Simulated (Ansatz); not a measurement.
**Al₂Br₂F₂H₂: trial inputs and their diagnosis**

Aim: try 3 inputs for Al₂Br₂F₂H₂ as typed, read how each ends, and find what has to change.

Program: Ansatz 0.2.0, Gaussian basis. Level of theory: the settings change from run to run. These are calculated values, not measurements.

### 1 The molecule

An earlier PBE0-D4 in a triple-zeta def2 set relaxation fixed the geometry.

SMILES `[F][Al@H-]1[Br+][Al@H-]([F])[Br+]1`, 8 atoms, charge 0, spin multiplicity 1.

Atoms are counted from 1 here; the program's logs count them from 0.

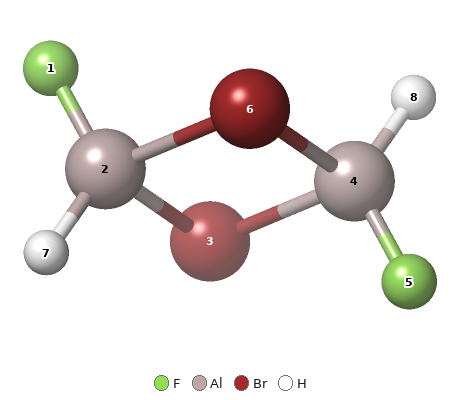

The geometry (fluorine green, aluminium light grey, bromine red, hydrogen white); atoms are numbered from 1 in the order of the file.

### 2 Attempt 1

The input, in.yaml:

```yaml
crystal:
  periodic: [false, false, false]
  atoms:
    - {symbol: F, position_ang: [1.849958, -0.748403, 1.951933]}
    - {symbol: Al, position_ang: [1.542332, -0.533409, 0.349521]}
    - {symbol: Br, position_ang: [-0.556609, -1.688486, -0.120403]}
    - {symbol: Al, position_ang: [-1.542347, 0.533367, -0.349547]}
    - {symbol: F, position_ang: [-1.851262, 0.748778, -1.951651]}
    - {symbol: Br, position_ang: [0.556946, 1.688449, 0.119347]}
    - {symbol: H, position_ang: [2.601785, -0.802947, -0.766317]}
    - {symbol: H, position_ang: [-2.600803, 0.802652, 0.767117]}
basis:
  gaussian: {orbitals: def2-TZVPD}
magnetization: {spin_polarized: true, initial_magnetization: 2}
hamiltonian: {xc: {name: HF}}
correlation: {method: mp2, frozen_orbitals: {F: 0}}
```

On the command line:

```bash
$ ansatz run in.yaml --threads 4 --pin off --events-out ev --progress --plain --max-ram 11315MiB
```

What it wrote:

```text
Functional definition: HF
  name "HF"
  cite "Fock, Z. Phys. 61, 126 (1930) doi:10.1007/BF01340294"
  parent pbe
  exchange = exact_x
  correlation = 0
Error: "frozen_orbitals" has no count for Al
```

Run time: 0.05 s. Hardware: 4 threads of Intel Xeon 6975P-C, shared host.

Diagnosis: Refused before any calculation. Frozen orbitals are typed for one element alone, and the program wants a count for each. It also asks for charge 0 and multiplicity 3, another species or state than the molecule above. Cure: leave frozen_orbitals out, or give every element a count that its core really has, and set charge and spin to those of the species named.

### 3 Attempt 2

The input, in.yaml:

```yaml
crystal:
  periodic: [false, false, false]
  atoms:
    - {symbol: F, position_ang: [1.849958, -0.748403, 1.951933]}
    - {symbol: Al, position_ang: [1.542332, -0.533409, 0.349521]}
    - {symbol: Br, position_ang: [-0.556609, -1.688486, -0.120403]}
    - {symbol: Al, position_ang: [-1.542347, 0.533367, -0.349547]}
    - {symbol: F, position_ang: [-1.851262, 0.748778, -1.951651]}
    - {symbol: Br, position_ang: [0.556946, 1.688449, 0.119347]}
    - {symbol: H, position_ang: [2.601785, -0.802947, -0.766317]}
    - {symbol: H, position_ang: [-2.600803, 0.802652, 0.767117]}
basis:
  gaussian: {orbitals: x2c-TZVPPall}
magnetization: {spin_polarized: true, initial_magnetization: 1}
hamiltonian: {xc: {name: r2SCAN0}}
output: {forces: true}
```

Launched as before.

What it wrote:

```text
Error: a molecule whose nuclei and cores have a total charge of 116 cannot have a net charge of 0 together with 1 unpaired electrons
```

Run time: 0.05 s. Hardware: 4 threads of Intel Xeon 6975P-C, shared host.

Diagnosis: Refused before any calculation. The number of unpaired electrons doesn't fit the electron count. Cure: make charge and initial_magnetization agree: an even electron count takes an even number of unpaired electrons.

### 4 Attempt 3

The input, in.yaml:

```yaml
crystal:
  periodic: [false, false, false]
  atoms:
    - {symbol: F, position_ang: [1.849958, -0.748403, 1.951933]}
    - {symbol: Al, position_ang: [1.542332, -0.533409, 0.349521]}
    - {symbol: Br, position_ang: [-0.556609, -1.688486, -0.120403]}
    - {symbol: Al, position_ang: [-1.542347, 0.533367, -0.349547]}
    - {symbol: F, position_ang: [-1.851262, 0.748778, -1.951651]}
    - {symbol: Br, position_ang: [0.556946, 1.688449, 0.119347]}
    - {symbol: H, position_ang: [2.601785, -0.802947, -0.766317]}
    - {symbol: H, position_ang: [-2.600803, 0.802652, 0.767117]}
basis:
  gaussian: {orbitals: aug-cc-pVTZ, final_grid: {core_spheres: 1, valence_spheres: 1, degree: 5}}
hamiltonian: {xc: {name: PBE}}
output: {forces: true}
```

Same command.

What it wrote, cut to the lines that bear on the results:

```text
Functional definition: PBE
  name "PBE"
  cite "Perdew, Burke & Ernzerhof, Phys. Rev. Lett. 77, 3865 (1996) doi:10.1103/PhysRevLett.77.3865"
  parent pbe
[...]
2122 factors; their error is unknown
[...]
mean field -158720.62422549 eV, -5832.8753555836 hartree, gradient 8.7e-5 eV, S^2 0.000000; 0 other end points of the search recorded, 0 dependent functions left out
[...]
reference -158720.62429133 eV, -5832.8753580031 hartree; 58, 58 occupied and 298, 298 virtual orbitals, 2122 factors
Total energy: -158720.62429133 eV, -5832.8753580031 hartree
Atom 0 at     1.849958    -0.748403     1.951933 Å, force    -0.976913     0.311275     0.481300 eV/Å
Atom 1 at     1.542332    -0.533409     0.349521 Å, force     2.479547    -0.791628    -0.272460 eV/Å
Atom 2 at    -0.556609    -1.688486    -0.120403 Å, force     0.197343     0.657207     0.018603 eV/Å
Atom 3 at    -1.542347     0.533367    -0.349547 Å, force    -2.480126     0.794516     0.275292 eV/Å
Atom 4 at    -1.851262     0.748778    -1.951651 Å, force     0.975472    -0.310665    -0.482755 eV/Å
Atom 5 at     0.556946     1.688449     0.119347 Å, force    -0.196717    -0.658591    -0.017350 eV/Å
Atom 6 at     2.601785    -0.802947    -0.766317 Å, force    -1.437694     0.477211    -0.162366 eV/Å
Atom 7 at    -2.600803     0.802652     0.767117 Å, force     1.439089    -0.479326     0.159736 eV/Å
Dipole moment:     0.000058    -0.000040    -0.000221 e Å
```

It took 7 s on 4 threads of Intel Xeon 6975P-C, shared host; peak memory 1.9 GiB.

Diagnosis: It ended without an error, which proves nothing about the input. The integration grid is far too coarse. Its energy carries the error of the grid. To mend it, drop final_grid and take the default grid.

### 5 How the tries ended

| attempt | level | ended | cause | time |
| --- | --- | --- | --- | --- |
| 1 | MP2/def2-TZVPD | refused | frozen orbitals are typed for one element alone, and the program wants a count for each | 0.05 s |
| 2 | r2SCAN0/x2c-TZVPPall | refused | the number of unpaired electrons doesn't fit the electron count | 0.05 s |
| 3 | PBE/aug-cc-pVTZ | converged | the integration grid is far too coarse | 7 s |

**Reading.** 2 refused, 1 converged. A refusal costs next to no computing time. The dangerous case is the input that converges on a wrong geometry, charge, spin, basis or grid: often only a look at the input shows it.
